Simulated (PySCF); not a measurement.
**C2H4F2O: one change and its effect**

System: C2H4F2O, SMILES OCC(F)F.
Method of run A: GIAO PBE0/6-31G NMR shielding, non-relativistic, gas phase (PySCF 2.14.0).

The geometry comes from this level: PBE0-D3(BJ)/def2-SVP. Text and figures count atoms from 1; the logs count them from 0 in places.

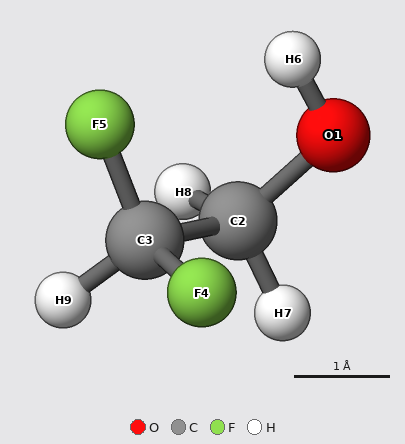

Figure 1. The structure (ball-and-stick view, seen at a tilt; atoms are numbered from 1 in the order of the input). Bond lengths as drawn: C–C 1.51 Å, C–F 1.35 to 1.36 Å, C–H 1.10 to 1.11 Å, C–O 1.39 Å and H–O 0.96 Å.

## Input, run A
```
{"job": {"kind": "nmr", "xc": "PBE0", "basis": "6-31G", "pop": true}, "charge": 0, "multiplicity": 1}
O      0.316688     1.498386     0.418575
C      0.688714     0.223797     0.007855
C     -0.483269    -0.729901    -0.013728
F     -0.989953    -0.910245     1.221241
F     -1.466338    -0.181201    -0.780023
H     -0.429916     1.770074    -0.128652
H      1.439350    -0.161940     0.714939
H      1.149741     0.207855    -1.001673
H     -0.225004    -1.716811    -0.438532
```

The first line tells a small driver script what to run in PySCF; the rest is the geometry in Å.

Hardware: 1 CPU thread, shared host.

## Output (run A)
```
coarse grid: 7912 points
cycle   1  E = -352.9154282203  dE =  7.771e-01  |g| = 8.621e-01  |ddm| = 2.679e+00
cycle   2  E = -352.7514429724  dE =  1.640e-01  |g| = 1.311e+00  |ddm| = 1.833e+00
cycle   3  E = -353.0602277434  dE = -3.088e-01  |g| = 3.584e-02  |ddm| = 1.135e+00
cycle   4  E = -353.0603809490  dE = -1.532e-04  |g| = 2.707e-02  |ddm| = 5.410e-02
cycle   5  E = -353.0605397297  dE = -1.588e-04  |g| = 3.991e-03  |ddm| = 2.309e-02
cycle   6  E = -353.0605424137  dE = -2.684e-06  |g| = 1.627e-03  |ddm| = 4.872e-03
final grid: 78320 points
cycle   7  E = -353.0470732965  dE = -1.358e-05  |g| = 7.598e-03  |ddm| = 1.590e-02
cycle   8  E = -353.0470621134  dE =  1.118e-05  |g| = 1.096e-02  |ddm| = 1.415e-02
cycle   9  E = -353.0470846230  dE = -2.251e-05  |g| = 4.012e-04  |ddm| = 8.355e-03
cycle  10  E = -353.0470846604  dE = -3.743e-08  |g| = 8.616e-05  |ddm| = 4.760e-04
cycle  11  E = -353.0470846618  dE = -1.408e-09  |g| = 4.753e-05  |ddm| = 1.166e-04
cycle  12  E = -353.0470846622  dE = -3.657e-10  |g| = 4.556e-06  |ddm| = 3.654e-05
converged SCF energy = -353.0470846622

GIAO shielding tensors (ppm)
atom      isotropic    diamagn.    paramagn.     s11        s22        s33       span
  0 O      328.419     388.958     -60.539    283.100    324.865    377.292     94.192
  1 C      137.844     243.382    -105.538    120.316    130.655    162.561     42.245
  2 C       84.123     239.086    -154.963     62.136     86.781    103.453     41.317
  3 F      325.864     471.626    -145.762    221.540    334.089    421.964    200.424
  4 F      341.744     473.074    -131.329    229.042    349.852    446.338    217.296
  5 H       32.137      29.490       2.648     22.572     31.186     42.655     20.083
  6 H       28.693      27.798       0.895     25.301     27.456     33.321      8.021
  7 H       28.871      28.177       0.694     24.836     27.740     34.037      9.201
  8 H       26.910      27.219      -0.309     23.989     25.648     31.092      7.103
```

For run B the input was changed thus:
```diff
-"basis": "6-31G"
+"basis": "STO-3G"
```

How does run B compare with run A?

The total energy of run B is 2991.3 kcal/mol higher, which measures the change of basis and not a stability. The HOMO goes from −8.15 to −4.27 eV. The LUMO goes from 2.11 to 8.42 eV. The dipole moment goes from 2.63 to 1.42 D. Of all shieldings, the largest change is that of F4, by +95.5 ppm. The SCF takes 11 iterations against 12. The basis functions go from 53 to 29.

## Output (run B)
```
coarse grid: 7912 points
cycle   1  E = -348.1570474189  dE =  8.227e-01  |g| = 6.939e-01  |ddm| = 3.669e+00
cycle   2  E = -348.1524586206  dE =  4.589e-03  |g| = 7.731e-01  |ddm| = 1.929e+00
cycle   3  E = -348.3208053210  dE = -1.683e-01  |g| = 2.796e-02  |ddm| = 9.987e-01
cycle   4  E = -348.3210387976  dE = -2.335e-04  |g| = 1.337e-02  |ddm| = 6.297e-02
cycle   5  E = -348.3210955321  dE = -5.673e-05  |g| = 1.809e-03  |ddm| = 2.060e-02
cycle   6  E = -348.3210965736  dE = -1.041e-06  |g| = 4.138e-04  |ddm| = 3.097e-03
final grid: 78320 points
cycle   7  E = -348.2800807182  dE = -6.562e-06  |g| = 4.302e-03  |ddm| = 1.331e-02
cycle   8  E = -348.2800810155  dE = -2.973e-07  |g| = 4.184e-03  |ddm| = 1.047e-02
cycle   9  E = -348.2800860959  dE = -5.080e-06  |g| = 7.481e-05  |ddm| = 5.230e-03
cycle  10  E = -348.2800860976  dE = -1.748e-09  |g| = 3.160e-05  |ddm| = 1.567e-04
cycle  11  E = -348.2800860980  dE = -3.374e-10  |g| = 4.020e-06  |ddm| = 5.113e-05
converged SCF energy = -348.2800860980

GIAO shielding tensors (ppm)
atom      isotropic    diamagn.    paramagn.     s11        s22        s33       span
  0 O      358.523     373.306     -14.782    309.771    352.818    412.980    103.209
  1 C      186.777     247.303     -60.525    168.986    174.861    216.485     47.499
  2 C      151.143     251.163    -100.020    116.725    155.333    181.371     64.646
  3 F      421.364     453.662     -32.298    370.414    412.451    481.227    110.814
  4 F      430.333     455.033     -24.700    385.795    413.024    492.181    106.386
  5 H       34.334      29.928       4.407     24.829     33.839     44.336     19.507
  6 H       30.477      29.849       0.628     26.168     27.940     37.325     11.157
  7 H       30.822      30.385       0.438     26.360     28.284     37.823     11.463
  8 H       29.699      29.892      -0.193     26.429     27.211     35.458      9.029
```

## The two runs side by side

| quantity | run A | run B |
| --- | --- | --- |
| outcome | converged | converged |
| total energy (hartree) | −353.047085 | −348.280086 |
| HOMO (eV) | −8.15 | −4.27 |
| LUMO (eV) | 2.11 | 8.42 |
| dipole moment (D) | 2.63 | 1.42 |
| shielding of O1 (ppm) | 328.4 | 358.5 |
| shielding of C2 (ppm) | 137.8 | 186.8 |
| shielding of C3 (ppm) | 84.1 | 151.1 |
| shielding of F4 (ppm) | 325.9 | 421.4 |
| shielding of F5 (ppm) | 341.7 | 430.3 |
| shielding of H6 (ppm) | 32.1 | 34.3 |
| shielding of H9 (ppm) | 26.9 | 29.7 |
| SCF iterations | 12 | 11 |
| basis functions | 53 | 29 |
| wall time (shared host) | 5.8 s | 3 s |
